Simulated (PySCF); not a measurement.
**C2H8F2OSi2: density, localisation and related maps**

The calculation's input:

```
{"job": {"kind": "nmr", "xc": "PBE0", "basis": "pcSseg-1"}, "charge": 0, "multiplicity": 1}
C     -2.244446     0.644478    -0.919917
O     -0.914207     0.193929    -0.732505
C     -0.728028    -0.687850     0.307556
F     -0.958995    -0.035629     1.523840
Si     1.121033    -1.199679     0.179590
Si     2.262961     0.795122     0.002737
F      3.828422     0.394504    -0.106863
H     -2.915784    -0.203894    -1.092568
H     -2.231024     1.289620    -1.795296
H     -2.589969     1.207999    -0.049042
H     -1.464123    -1.506021     0.296618
H      1.164691    -2.104671    -0.978699
H      1.382411    -2.030606     1.365342
H      2.046633     1.581549    -1.207708
H      2.236011     1.669138     1.173693
```

Launched as:

```sh
OMP_NUM_THREADS=1 python probes_run.py task.json out
```

Geometry: GFN2-xTB.

These are results of PBE0/pcSseg-1, SCF density, gas phase, non-relativistic (PySCF), not measurements.

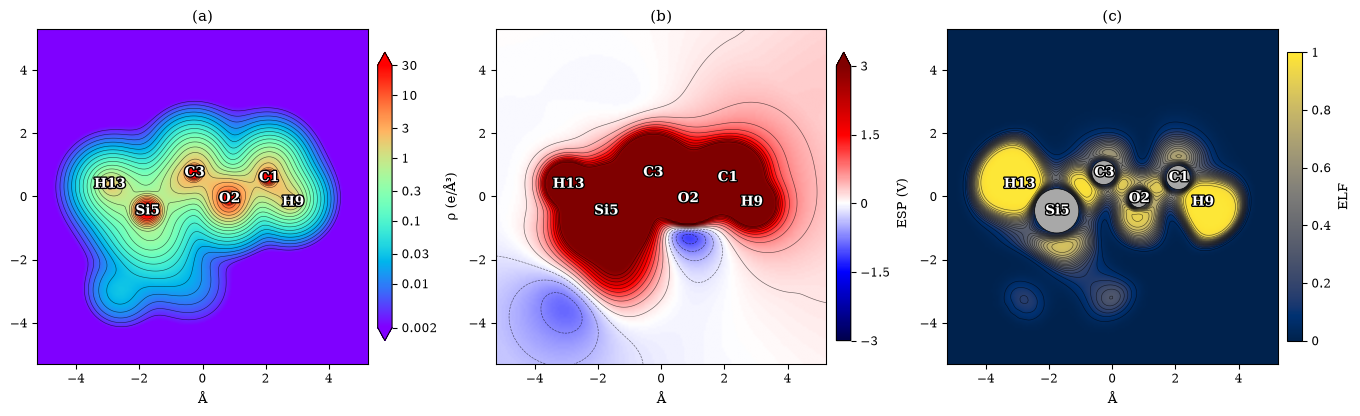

Figure 1. (a) electron density; (b) molecular electrostatic potential; (c) electron localisation function on the plane of atoms O2, C1 and H9. Grey discs cover the atomic cores in the ELF map.

> Describe what can be read from this map.

The section cuts through C, O, Si and H sites.
C–O (1.38 Å): ρ at the midpoint is about 2.3 e/Å³, with its minimum of 2 e/Å³ about 0.5 Å from C; the ELF peaks at about 0.90 between the atoms; a shared but strongly polarised pair.
C–Si (1.92 Å): ρ is about 0.94 e/Å³ halfway; the ELF peaks at about 1 between the atoms (a covalent bond).
C–H (1.09 Å): the density is about 2.1 e/Å³ at the midpoint; the ELF climbs to about 1 towards the hydrogen, as it does in any bond to H (an ordinary covalent bond to hydrogen).
C–O (1.42 Å): the density is about 2 e/Å³ at the midpoint, with its minimum of 1.7 e/Å³ about 0.5 Å from C; the ELF peaks at about 0.90 between the atoms: a shared but strongly polarised pair.
The ELF also peaks beside O2, away from the bonds: lone-pair regions.
Outside the dense part of the molecule the potential is most negative (−1.1 V) near O2.

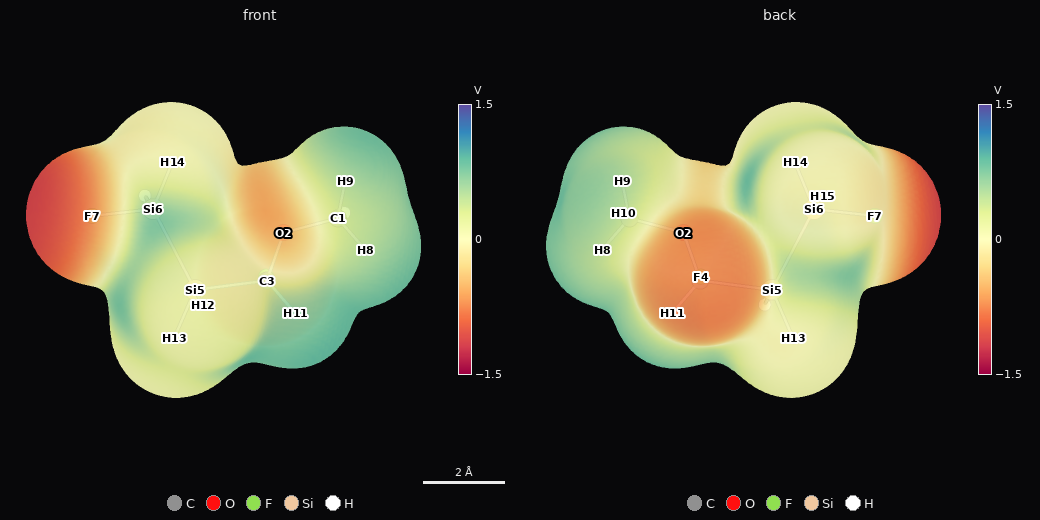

Figure 2. The electrostatic potential painted on the density surface at 0.001 e/bohr³, seen from the front and from behind; the colour scale runs from red (negative) to blue (positive).

> Where is the surface potential most negative and most positive?

The most negative region (about −1.1 V) lies over F7, the most positive (about +0.9 V) over the C, H and Si atoms.
